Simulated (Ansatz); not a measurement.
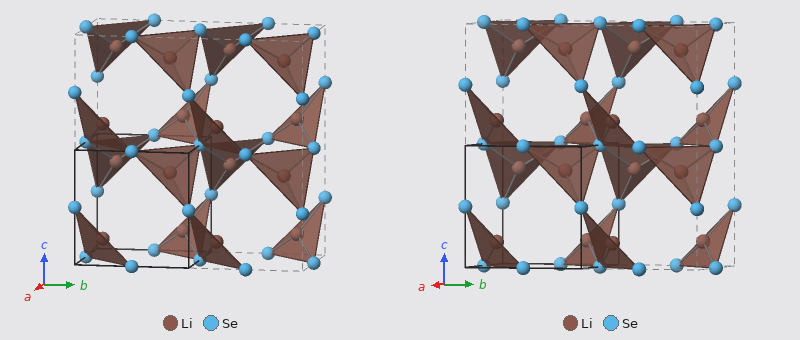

Polyhedra are drawn about Li (bonds: Li–Se below 2.8 Å); other atoms are plain spheres. Two views of the same piece.

Li4Se3 (space group P-43m, No. 215). Coordinates: the geometry relaxed with Ansatz, DFT PBE, scalar-relativistic, plane waves, PAW; the starting structure was generated, so it need not be a known form of this composition.

### What figure surrounds each Li atom, and what does it share with the other drawn polyhedra?

Li: LiSe3 triangle, sharing corners with nine neighbours.

### How do these polyhedra hang together as a whole?

They form a three-dimensional framework of corner-sharing triangles.

### How far apart are the centres of linked polyhedra?

Centre to centre across a shared corner: 3.46 to 4.30 Å.
